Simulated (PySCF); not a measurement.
C$_{3}$H$_{7}$OSSi (SMILES O[SiH]C1CSC1) (doublet)

Input

```
{"job": {"kind": "epr", "basis": "pcH-1"}, "charge": 0, "multiplicity": 2}
O      2.611241    -0.422992     0.474778
Si     1.196690    -1.183086     0.159846
C     -0.285741    -0.019487     0.462101
C     -1.612906    -0.552877    -0.086984
S     -1.810611     0.846960    -1.250540
C     -0.238320     1.249095    -0.407016
H      2.827652    -0.020095     1.309912
H      1.391836    -1.539910    -1.235811
H     -0.383133     0.244241     1.519349
H     -2.430483    -0.591333     0.630747
H     -1.550592    -1.501537    -0.617431
H      0.584859     1.303024    -1.117300
H     -0.304882     2.188483     0.140622
```

Command:

```sh
OMP_NUM_THREADS=1 python probes_run.py task.json out
```

Geometry: GFN2-xTB.

The calculation used UKS B3LYP, pcH-1 on C H O S Si, non-relativistic, mean-field spin-orbit, GIAO (PySCF).

Q: Predict the electron density, electron localisation function and spin density between the atoms.

A: C–C (1.53 Å): ρ is about 1.6 e/Å³ halfway; the ELF peaks at about 0.95 between the atoms: a shared electron pair.
C–S (1.83 Å): ρ is about 1.2 e/Å³ halfway; the ELF peaks at about 0.90 between the atoms (a shared electron pair).
The unpaired spin (1 electron) lies mostly on Si2 (about 0.7) and O1 (about 0.1), in electrons by Hirshfeld's partition.

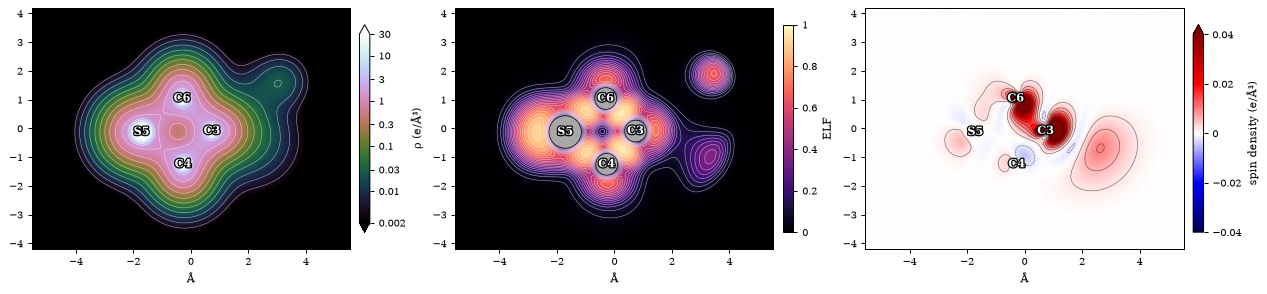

Computed electron density, electron localisation function and spin density on the plane of atoms C4, S5 and C6, in this order. Grey discs cover the atomic cores in the ELF map. 
